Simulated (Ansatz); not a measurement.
TiAl (CuAu type, space group P4/mmm)

```
CELL_PARAMETERS angstrom
      2.79729     0.00000     0.00000
      0.00000     2.79729     0.00000
      0.00000     0.00000     4.03230
ATOMIC_POSITIONS crystal
  Al 0.50000 0.50000 0.50000
  Ti 0.00000 0.00000 0.00000
```

The relaxed cell is deformed in two ways at once: its volume V is scaled, and at that volume it is stretched along z (the c axis of the conventional cell) so that c/a changes. Fractional atomic positions are held.

These are PBEsol (plane waves to 420 eV, PAW, scalar-relativistic; Ansatz, an electronic-structure program) values and carry that method's errors. k mesh 17×17×12 (Γ-centred), Fermi-Dirac smearing 0.05 eV. Energies are smeared free energies. With partly filled bands, the response to shear is sensitive to the k mesh, so small differences along c/a are uncertain. TiAl is run without spin polarisation. TiAl was relaxed with its symmetry unable to fall. The zero of ΔE is the relaxed starting cell.

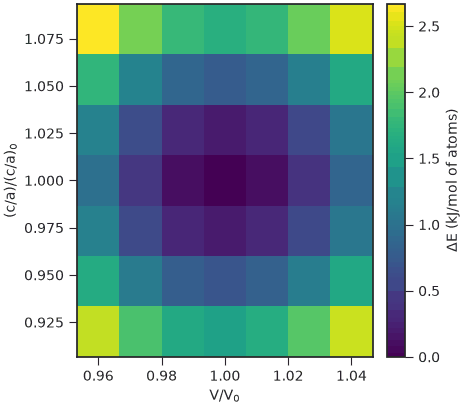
Figure: ΔE (kJ/mol of atoms) over the 7×7 grid of computed points.

Highest place on the grid: V/V₀ = 0.960, (c/a)/(c/a)₀ = 1.080 (28 meV/atom). Lowest place on the grid: V/V₀ = 1.000, (c/a)/(c/a)₀ = 1.000 (0 meV/atom).

(A scan under strain: stresses follow from slopes of the energy per volume, elastic moduli from its curvatures.)
